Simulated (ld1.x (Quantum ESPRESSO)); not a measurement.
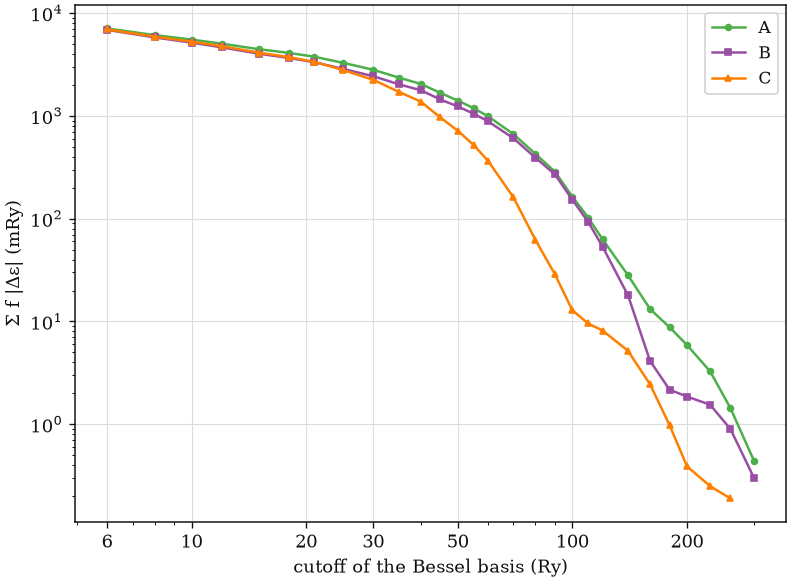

The occupation-weighted error of the valence levels in a spherical-Bessel basis for 3 variants of one potential.

Base settings:

F (Z = 9), norm-conserving Troullier–Martins (Kleinman–Bylander form), made with ld1.x (Quantum ESPRESSO) 7.5 (PBE, scalar-relativistic). Core [He], reference 2s2 2p3 (charge +2). Waves: 2s (bound): rc 0.70 bohr; 2p (bound): rc 0.85 bohr; 3d channel at 0.3 Ry: rc 0.90 bohr. Local part: all-electron potential smoothed inside 0.65 bohr (lloc = -2). Core correction: a·sin(br)/r model core inside 0.55 bohr.

**Match the curves to these variants:**
1. base
2. waves 2s (bound): rc 1.08 bohr
3. all radii scaled by 1.35 (s 0.94, p 1.14, d 1.22 bohr)

A = 1, B = 2, C = 3.

**What did the other tests of these runs give?**

A: loose cutoff 180 Ry; bound ghosts none; largest test error +196 meV. B: loose cutoff 160 Ry; bound ghosts none; largest test error +318 meV. C: loose cutoff 110 Ry; bound ghosts none; largest test error +537 meV. The loose cutoff is the first of the cutoffs, on a coarse ladder, from which the occupation-weighted sum of valence levels, in a spherical-Bessel basis at the reference potential, stays within 10 and 1 mRy of its value at 400 Ry.
